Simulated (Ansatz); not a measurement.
# CH3BFN (SMILES BN=CF) at CCSD/aug-cc-pVDZ

What is the vertical electron affinity of CH3BFN at CCSD/aug-cc-pVDZ? 

The calculation is run with Ansatz 0.2.0.

93 further runs of the same task are left out: 93 set aside as unsound or not needed.

## Step 1: Starting point

The species is CH3BFN (7 atoms), meant as a singlet with charge 0. As SMILES, `BN=CF`. Geometry: relaxed at PBE0-D4/def2-TZVP.

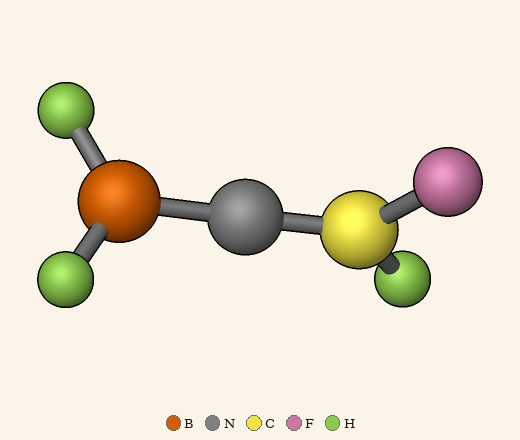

Viewed from a chosen angle; boron orange, nitrogen grey, carbon yellow, fluorine pink, hydrogen green.

## Step 2: The energy at CCSD/aug-cc-pVDZ

Input file job.yaml:

```yaml
crystal:
  periodic: [false, false, false]
  atoms:
    - {symbol: B, position_ang: [-0.480500, 1.089800, 0.570900]}
    - {symbol: N, position_ang: [0.018600, -0.008400, -0.066500]}
    - {symbol: C, position_ang: [0.466800, -1.006900, -0.611700]}
    - {symbol: F, position_ang: [0.739900, -2.132000, 0.060700]}
    - {symbol: H, position_ang: [0.284400, 1.897100, 1.009900]}
    - {symbol: H, position_ang: [-1.666300, 1.214200, 0.659800]}
    - {symbol: H, position_ang: [0.698200, -1.122000, -1.669000]}
basis:
  gaussian: {orbitals: aug-cc-pVDZ}
correlation: {method: ccsd, frozen_orbitals: {B: 1, C: 1, F: 1, H: 0, "N": 1}}
accuracy: high
scf: {omitted_lower_state_checks: [cluster_reference, increment]}
```

Run with:

```sh
$ ansatz run job.yaml --threads 1 --pin off --max-ram 3480MiB --events-out events.jsonl --progress --plain --runs-dir runs
```

The log of the run, cut to the lines that bear on the results:

```text
Warning: RAYON_NUM_THREADS=1 ignored (pool sized by the plan → 1); use --threads N
Functional definition: HF
  name "HF"
[...]
2329 factors; integrals over basis functions are off by at most 2.9e-9 eV
[...]
mean field -5937.76944778 eV, -218.2090024414 hartree, gradient 2.9e-8 eV, S^2 0.000000; 0 other end points of the search recorded, 0 dependent functions left out
4 core orbitals not correlated: weight in the atoms' cores, before any rotation towards them, 1.000 or more for the frozen orbitals, at most 0.000 for the correlated occupied ones
reference -5937.76944778 eV, -218.2090024414 hartree; 11, 11 occupied and 104, 104 virtual orbitals, 2329 factors
second order -16.05804910 eV of doubles, -0.00000000 eV of singles
cycle   1  -16.22505685 eV  change   -1.7e-1 eV  update   1.0e-1
[...]
cycle  22  -16.79410814 eV  change    1.4e-9 eV  update   1.1e-9
Total energy: -5954.56355593 eV, -218.8261745321 hartree
Checks for a lower state left out: cluster_reference, increment
```

Run time: 28 s. Hardware: 1 thread of Intel Xeon Platinum 8259CL at 2.50GHz (Skylake/Cascade Lake), shared host; peak memory 1.2 GiB.

## Step 3: The doublet anion, same level

Input file input.yaml:

```yaml
crystal:
  periodic: [false, false, false]
  atoms:
    - symbol: B
      position_ang: [-0.480500, 1.089800, 0.570900]
    - symbol: N
      position_ang: [0.018600, -0.008400, -0.066500]
    - symbol: C
      position_ang: [0.466800, -1.006900, -0.611700]
    - symbol: F
      position_ang: [0.739900, -2.132000, 0.060700]
    - symbol: H
      position_ang: [0.284400, 1.897100, 1.009900]
    - symbol: H
      position_ang: [-1.666300, 1.214200, 0.659800]
    - symbol: H
      position_ang: [0.698200, -1.122000, -1.669000]
basis:
  gaussian: {orbitals: aug-cc-pVDZ}
total_charge: -1
magnetization: {spin_polarized: true, initial_magnetization: 1}
correlation: {method: ccsd, frozen_orbitals: {B: 1, C: 1, F: 1, H: 0, "N": 1}}
accuracy: high
scf: {omitted_lower_state_checks: [cluster_reference, increment]}
```

Run with:

```sh
$ ansatz run input.yaml --threads 1 --pin off --max-ram 3480MiB --events-out events.jsonl --progress --plain --runs-dir runs
```

The log of the run, cut to the lines that bear on the results:

```text
Warning: RAYON_NUM_THREADS=1 ignored (pool sized by the plan → 1); use --threads N
[... 2 set-up lines as earlier in the session ...]
[...]
2329 factors; integrals over basis functions are off by at most 2.9e-9 eV
[...]
mean field -5936.91982870 eV, -218.1777795161 hartree, gradient 5.8e-8 eV, S^2 0.750427; 12 other end points of the search recorded, 0 dependent functions left out
4 core orbitals not correlated: weight in the atoms' cores, before any rotation towards them, 1.000 or more for the frozen orbitals, at most 0.000 for the correlated occupied ones
reference -5936.91982870 eV, -218.1777795161 hartree; 12, 11 occupied and 103, 104 virtual orbitals, 2329 factors
second order -16.19482562 eV of doubles, -0.00000000 eV of singles
cycle   1  -16.35110484 eV  change   -1.6e-1 eV  update   1.1e-1
[...]
cycle  35  -16.96986977 eV  change  -8.3e-10 eV  update   2.1e-9
Total energy: -5953.88969847 eV, -218.8014107275 hartree
Checks for a lower state left out: cluster_reference, increment
```

Wall time 2.7 min (1 thread of Intel Xeon Platinum 8259CL at 2.50GHz (Skylake/Cascade Lake), shared host); peak memory 2.8 GiB.

## Step 4: Results

At CCSD/aug-cc-pVDZ, 4 core orbitals frozen:

```
                                                   quantity          value
                               singlet CH3BFN: total energy  -218.82617 Eh
singlet CH3BFN: correlation energy (4 core orbitals frozen)     -617.2 mEh
                              singlet CH3BFN: T1 diagnostic          0.016
                                doublet anion: total energy  -218.80141 Eh
 doublet anion: correlation energy (4 core orbitals frozen)     -623.6 mEh
           doublet anion: ⟨S²⟩ of the reference determinant          0.750
                               doublet anion: T1 diagnostic          0.036
          vertical electron affinity (to the doublet anion)      -0.674 eV
```

The anion lies 0.67 eV (65.0 kJ/mol) above the neutral: the electron isn't bound at this level, and such a value depends on the basis.
